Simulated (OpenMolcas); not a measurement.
# C3H9BO3 (trimethyl borate), step by step

We compute a series of 8 runs (UHF/6-31G*, CASSCF(2,2)/6-31G*, CASPT2(2,2)/6-31G*, CASPT2[IPEA 0](2,2)/6-31G*, SC-NEVPT2(2,2)/6-31G*, PC-NEVPT2(2,2)/6-31G*, MC-PDFT[tPBE](2,2)/6-31G*, MC-PDFT[ftPBE](2,2)/6-31G*) of C3H9BO3 (trimethyl borate). 

The calculation is run with OpenMolcas 26.06.

### Step 1. The structure to begin with

C3H9BO3: 16 atoms, total charge 0, spin state singlet. As SMILES, `COB(OC)OC`. The C1–H10 distance was set to 2.399 Å, away from the relaxed value. At this shape a bond of the SMILES string is far longer than usual.

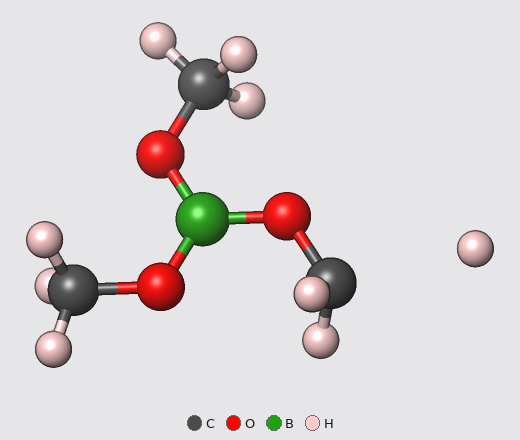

The structure, seen from a chosen angle (carbon dark grey, oxygen red, boron green, hydrogen pink).

### Step 2. A single-point energy at UHF/6-31G(d) (RICD fitting, spherical functions) (run 1)

The input, step1.inp:

```
* C3H9BO3 Hartree-Fock
>>> EXPORT MOLCAS_PRINT=2
&GATEWAY
BasLib
$CurrDir
Coord
16
bohr
C      1.58216375    -1.95712699    -2.00495595
O      0.31309927    -0.38944799    -0.25900019
B      0.64565328    -0.73479544     2.27075727
O      2.20592455    -2.59787642     3.12168205
C      2.55582624    -2.96212113     5.74112592
O     -0.58306555     0.78216331     3.94966555
C     -2.20186164     2.71427599     3.07610185
H      3.63193078    -1.80275526    -1.79880573
H      1.05154755    -3.93824027    -1.75675933
H      0.39894008    -0.60964455    -6.16804717
H      3.35264816    -1.27714683     6.63213178
H      0.77145234    -3.41151690     6.68024421
H      3.86253406    -4.53688661     5.98172585
H     -1.17989775     4.07665515     1.90675823
H     -3.75907155     1.94001741     1.96097447
H     -2.96699285     3.67968038     4.72774139
Basis
6-31Gs
Group
NoSym
RICD
&SEWARD
&SCF
UHF
Scramble
0.25
PrOrbitals
1 1
```

The basis set 6-31G* is read from a file made from the Basis Set Exchange's data (not shown).

Started as:

```console
$ export MOLCAS_MEM=1860
$ pymolcas step1.inp > step1.log
```

The program printed (excerpt; [...] marks lines left out):

```text
--- Start Module: gateway ---
[...]
--- Stop Module: gateway /rc=_RC_ALL_IS_WELL_ ---
--- Start Module: seward ---
[...]
      Basis functions          116
--- Stop Module: seward /rc=_RC_ALL_IS_WELL_ ---
--- Start Module: scf ---
[...]
       Convergence after  18 Iterations
[...]
::    Total SCF energy                               -368.1099566731
[...]
      Total spin, S                                     0.5729606519
[...]
      Total electronic charge=   56.000000
      Total            charge=   -0.000000
[...]
      Dipole Moment (debye):
      Origin of the operator (angstrom)=    0.3382   -0.3852    1.1900
                   X=  1.2247E-01               Y= -1.2862E-01               Z=  8.7245E-01           Total=  8.9035E-01
      Quadrupole Moment (debye*angstrom):
[...]
--- Stop Module: scf /rc=_RC_ALL_IS_WELL_ ---
[...]
```

Run time: 7.2 s. Hardware: 1 thread of Intel Xeon 6975P-C (Granite Rapids), shared host; peak memory 0.087 GiB.

### Step 3. A single-point energy at CASSCF(2,2)/6-31G(d) (RICD fitting, spherical functions) (run 2)

The input, step2.input:

```
&GATEWAY
BasLib=$CurrDir
Coord
16
bohr
C      1.58216375    -1.95712699    -2.00495595
O      0.31309927    -0.38944799    -0.25900019
B      0.64565328    -0.73479544     2.27075727
O      2.20592455    -2.59787642     3.12168205
C      2.55582624    -2.96212113     5.74112592
O     -0.58306555     0.78216331     3.94966555
C     -2.20186164     2.71427599     3.07610185
H      3.63193078    -1.80275526    -1.79880573
H      1.05154755    -3.93824027    -1.75675933
H      0.39894008    -0.60964455    -6.16804717
H      3.35264816    -1.27714683     6.63213178
H      0.77145234    -3.41151690     6.68024421
H      3.86253406    -4.53688661     5.98172585
H     -1.17989775     4.07665515     1.90675823
H     -3.75907155     1.94001741     1.96097447
H     -2.96699285     3.67968038     4.72774139
Basis=6-31Gs
Group=NoSym
RICD
&SEWARD
&RASSCF
FileOrb=$CurrDir/step1.UnaOrb
Spin=1
Nactel=2 0 0
Inactive=27
Ras2=2
OrbListing=Nothing
OrbAppear=Compact
```

The basis set 6-31G* is read from a file made from the Basis Set Exchange's data (not shown).

Started as:

```console
$ export MOLCAS_MEM=1860
$ pymolcas step2.input > step2.log
```

The program printed (excerpt; [...] marks lines left out):

```text
--- Start Module: gateway ---
[...]
--- Stop Module: gateway /rc=_RC_ALL_IS_WELL_ ---
--- Start Module: seward ---
[...]
      Basis functions          116
--- Stop Module: seward /rc=_RC_ALL_IS_WELL_ ---
--- Start Module: rasscf ---
[...]
      Number of active orbitals                  2
[...]
      Spin quantum number                      0.0
[...]
      Active orbitals                            2
[...]
      Number of CSFs                             3
[...]
      Number of root(s) required                 1
[...]
      Convergence after  8 iterations
[...]
      printout of CI-coefficients larger than  0.05 for root  1
      energy=    -368.122644
      conf/sym  11     Coeff  Weight
             1  20  -0.88761 0.78785
             3  02   0.46059 0.21215
      Natural orbitals and occupation numbers for root  1
      sym 1:   1.575706   0.424294
      ************************************************************************************************************************
      *                                                    Final results                                                     *
[...]
::    RASSCF root number  1 Total energy:   -368.12264430
[...]
      Total electronic charge=   56.000000
      Total            charge=   -0.000000
[...]
      Dipole Moment (debye):
      Origin of the operator (angstrom)=    0.3382   -0.3852    1.1900
                   X=  1.5829E-01               Y= -1.6851E-01               Z=  1.0420E+00           Total=  1.0673E+00
      Quadrupole Moment (debye*angstrom):
[...]
--- Stop Module: rasscf /rc=_RC_ALL_IS_WELL_ ---
[...]
```

Wall time 4.5 s (1 thread of Intel Xeon 6975P-C (Granite Rapids), shared host); peak memory 0.09 GiB.

Runs 3 to 7 aren't shown in full; the table further down has their settings and results.

### Step 4. The energy at MC-PDFT[ftPBE](2,2)/6-31G(d) (RICD fitting, spherical functions) (run 8)

The input, step8.inp:

```
>>> EXPORT MOLCAS_PRINT=2

&GATEWAY
 BasLib=$CurrDir
 Coord
 16
 bohr
 C      1.58216375    -1.95712699    -2.00495595
 O      0.31309927    -0.38944799    -0.25900019
 B      0.64565328    -0.73479544     2.27075727
 O      2.20592455    -2.59787642     3.12168205
 C      2.55582624    -2.96212113     5.74112592
 O     -0.58306555     0.78216331     3.94966555
 C     -2.20186164     2.71427599     3.07610185
 H      3.63193078    -1.80275526    -1.79880573
 H      1.05154755    -3.93824027    -1.75675933
 H      0.39894008    -0.60964455    -6.16804717
 H      3.35264816    -1.27714683     6.63213178
 H      0.77145234    -3.41151690     6.68024421
 H      3.86253406    -4.53688661     5.98172585
 H     -1.17989775     4.07665515     1.90675823
 H     -3.75907155     1.94001741     1.96097447
 H     -2.96699285     3.67968038     4.72774139
 Basis=6-31Gs
 Group=NoSym
 RICD

&SEWARD

&RASSCF
 FileOrb=$CurrDir/step2.RasOrb
 Spin=1
 Nactel=2 0 0
 Inactive=27
 Ras2=2
 OrbListing=Nothing
 OrbAppear=Compact

&MCPDFT
 KSDFT=FT:PBE
```

The basis set 6-31G* is read from a file made from the Basis Set Exchange's data (not shown).

Started as:

```console
$ export MOLCAS_MEM=1860
$ pymolcas step8.inp > step8.log
```

The program printed (excerpt; [...] marks lines left out):

```text
--- Start Module: gateway ---
[...]
--- Stop Module: gateway /rc=_RC_ALL_IS_WELL_ ---
[...]
      Basis functions          116
[...]
--- Start Module: rasscf ---
[...]
      Number of active orbitals                  2
[...]
      Spin quantum number                      0.0
[...]
      Active orbitals                            2
[...]
      Number of CSFs                             3
[...]
      Number of root(s) required                 1
[...]
      Convergence after  4 iterations
[...]
      printout of CI-coefficients larger than  0.05 for root  1
      energy=    -368.122644
      conf/sym  11     Coeff  Weight
             1  20  -0.88761 0.78785
             3  02   0.46059 0.21215
      Natural orbitals and occupation numbers for root  1
      sym 1:   1.575706   0.424294
      ************************************************************************************************************************
      *                                                    Final results                                                     *
[...]
::    RASSCF root number  1 Total energy:   -368.12264430
[...]
      Total electronic charge=   56.000000
      Total            charge=   -0.000000
[...]
      Dipole Moment (debye):
      Origin of the operator (angstrom)=    0.3382   -0.3852    1.1900
                   X=  1.5828E-01               Y= -1.6849E-01               Z=  1.0420E+00           Total=  1.0674E+00
      Quadrupole Moment (debye*angstrom):
[...]
--- Stop Module: rasscf /rc=_RC_ALL_IS_WELL_ ---
[...]
--- Start Module: mcpdft ---
[...]
 ###    WARNING: Deprecation warning: KSDF should be replaced                ###
 ###    with FUNC keyword                                                    ###
 ###############################################################################
[...]
::    MCPDFT root number  1 Total energy:   -369.85474907
--- Stop Module: mcpdft /rc=_RC_ALL_IS_WELL_ ---
[...]
```

Wall time 6 s (1 thread of Intel Xeon 6975P-C (Granite Rapids), shared host); peak memory 0.09 GiB.

### Step 5. Overview of the runs

| run | level | scramble | active rule | energy (Eh) | dipole moment (D) of the reference | wall time |
| --- | --- | --- | --- | --- | --- | --- |
| 1 | UHF/6-31G* (RICD fitting, spherical functions) | 0.25 | – | -368.109957 | 0.89 | 7.2 s |
| 2 | CASSCF(2,2)/6-31G* (RICD fitting, spherical functions) | – | uhf natural orbitals | -368.122644 | 1.07 | 4.5 s |
| 3 | CASPT2(2,2)/6-31G* (RICD fitting, spherical functions) | – | uhf natural orbitals | -369.081290 | 1.07 | 6 s |
| 4 | CASPT2[IPEA 0](2,2)/6-31G* (RICD fitting, spherical functions) | – | uhf natural orbitals | -369.083156 | 1.07 | 6 s |
| 5 | SC-NEVPT2(2,2)/6-31G* (RICD fitting, spherical functions) | – | uhf natural orbitals | -369.078877 | 1.07 | 5.1 s |
| 6 | PC-NEVPT2(2,2)/6-31G* (RICD fitting, spherical functions) | – | uhf natural orbitals | -369.078939 | 1.07 | 5.1 s |
| 7 | MC-PDFT[tPBE](2,2)/6-31G* (RICD fitting, spherical functions) | – | uhf natural orbitals | -369.706083 | 1.07 | 6 s |
| 8 | MC-PDFT[ftPBE](2,2)/6-31G* (RICD fitting, spherical functions) | – | uhf natural orbitals | -369.854749 | 1.07 | 6 s |

### Step 6. Results

| quantity | value |
| --- | --- |
| run 8, MC-PDFT[ftPBE](2,2)/6-31G*: total energy | -369.85475 Eh |
| run 8, MC-PDFT[ftPBE](2,2)/6-31G*: dipole moment (CASSCF density) | 1.07 D |

What this shows: Below the UHF energy at the same shape and in the same basis (6-31G*): CASSCF(2,2) -12.7 mEh; CASPT2(2,2) -971.3 mEh; CASPT2[IPEA 0](2,2) -973.2 mEh; SC-NEVPT2(2,2) -968.9 mEh; PC-NEVPT2(2,2) -969.0 mEh. Active-space methods hold only the correlation inside their space unless a perturbation or CI step follows. Spin contamination of the reference: run 1 ⟨S²⟩ = 0.90. Where it is this large, the reference is a mixture of spin states, and values that rest on it are in doubt. All runs together took 46 s, the longest 7.2 s.
